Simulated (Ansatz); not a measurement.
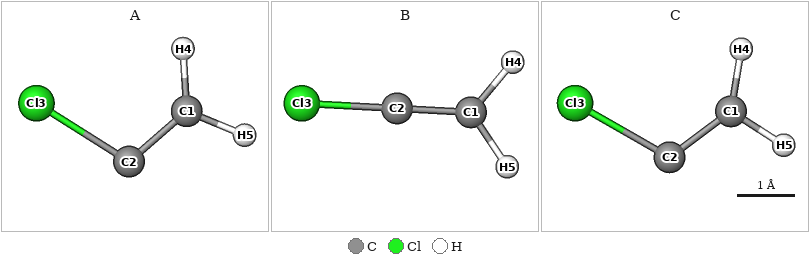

3 geometries from a converged minimum-energy path of C2H2Cl (charge −1), shuffled. Style: ball-and-stick. Shown face on.

Method: RKS PBE0-D4/def2-SVP in Ansatz. Settings: 9 movable images; climbing image; force threshold 0.03 eV/Å; iteration limit 60; starting path by image-dependent pair potential.

> Which frame is the top of the path?

B. In order along the path, whose images run from 0 to 10: A (image 0, 0.00 eV), C (image 1, +0.10 eV), B (image 5, +2.45 eV). The motion is an in-plane inversion: the angle C1–C2–Cl3 opens from 107° to 180° on the way and closes on the other side (107° at the end). No bond forms or breaks between the ends. Among the angles between lasting bonds that change up to the highest image: C1–C2–Cl3 106.8° → 179.9°, C2–C1–H5 116.6° → 126.7°.

Limits of the set-up: the basis has no diffuse functions, which an anion needs.

The run took 80 s on 1 thread of Arm Neoverse V1, on a shared host, peak memory 0.1 GiB.
